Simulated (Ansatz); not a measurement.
Stretching the Br1–H2 bond in HBr (multiplicity 1 held). Energies count from the point at 1.425 Å.


R- and RO- levels are restricted; in cc, def2 and unpolarised 6-31G sets they are followed outwards from rest. Unrestricted levels (U-) break spin symmetry where that is lower. Active spaces are followed from rest. Full CI gives the lowest state of the spin. Levels need not reach the same state.

Correlated levels freeze the cores. Filled d and f shells under p-block atoms count as core.

Programs: Ansatz (a program for electronic structure) with Gaussian orbitals. Values without a source in brackets are computed.

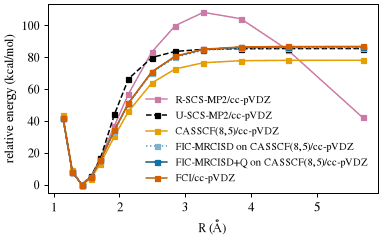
Figure. Relative energy along the coordinate

Order the other curves in the same basis by their non-parallelity to FCI/cc-pVDZ (largest less smallest deviation, whatever its cause), smallest first.

FIC-MRCISD+Q on CASSCF(8,5)/cc-pVDZ (0.2 kcal/mol), FIC-MRCISD on CASSCF(8,5)/cc-pVDZ (0.8 kcal/mol), CASSCF(8,5)/cc-pVDZ (10.2 kcal/mol), U-SCS-MP2/cc-pVDZ (16.6 kcal/mol), R-SCS-MP2/cc-pVDZ (67.8 kcal/mol)

Read off the U-SCS-MP2/cc-pVDZ curve at R = 1.923.

about 44 kcal/mol

Doubts at one or more of the structures used: a restricted determinant that unrestricted orbitals would lower (R-SCS-MP2/cc-pVDZ); a spin-contaminated determinant (U-SCS-MP2/cc-pVDZ).
